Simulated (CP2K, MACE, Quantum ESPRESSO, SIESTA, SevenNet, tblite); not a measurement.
# Pressure against volume in rutile SnO2, size series (96 atoms), QE, PBE

The cell holds 96 atoms: 32 Sn and 64 O. Cell: a = 9.474 Å, b = 9.474 Å, c = 12.744 Å, α = 90.0°, β = 90.0°, γ = 90.0°. It derives from SnO2 (rutile), repeated 2×2×4. Rutile SnO2 (cell 4.737, 4.737, 3.186, 90, 90, 90), 2 x 2 x 4 conventional cells; ideal positions. Then the atoms were relaxed with SevenNet 0 in the fixed cell.

Calculated with Quantum ESPRESSO 7.5: PBE; plane waves, SSSP efficiency, 60/480 Ry; k-points Γ. The unchanged cell has V0 = 11.915 Å³ an atom and P0 = 11.026 GPa. It is scaled evenly, with fractional positions held.

| volume (Å³/atom) | pressure (GPa) |
| --- | --- |
| 11.200 | 27.86 |
| 11.558 | 18.75 |
| 12.273 | ? |
| 12.630 | -1.080 |

Task: Fit a second-order expansion in ln V to the rows given and interpolate to the withheld row.

**Working.**

To second order in u = ln(V/V0), P = P0 − B u + ½ B B′ u², with B the bulk modulus at V0 and B′ its pressure derivative. So v = (P − P0)/u is a line in u, with intercept −B and slope ½ B B′.

```
         u   v (GPa)
-0.0618754  -272.074
-0.0304592  -253.431
 0.0582689  -207.766
```

With n = 3: mean u = -0.0113552, mean v = -244.424, Σ(u − ū)² = 0.0077648, Σ(u − ū)(v − v̄) = 4.1212. Slope b = 4.1212 / 0.0077648 = 530.76; intercept a = v̄ − b ū = -238.40.

So B = 238 GPa and B′ = 2b/B = 4.5. At the withheld volume u = 0.02956, v = a + b u = -222.7 GPa, and P = P0 + u v.

Prediction at 12.273: 4.443 GPa. The run gave 4.468 GPa, so the fit is low by 0.025 GPa (0.57 % of the value).

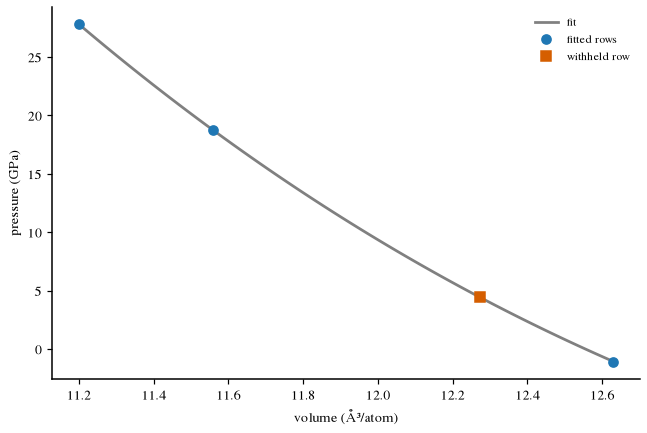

The fit, the rows that it rests on and the withheld row.

B′ = 4.5 rests on three points. Among the rows given, the largest miss of the fit is at 11.200, by 0.052 GPa (0.18 % of the range of the table).

Limits: Static cells at zero temperature, with the cell shape held.

[Logs are printed without paths, hosts, clocks, repeated set-up lines and the standing remarks that a program may print on its own settings, such as how far it seeks lower states.]

[Hosts, paths, dates, database ids (printed as entryN), source tags and the programs' standing remarks are cut or masked in the printed files.]
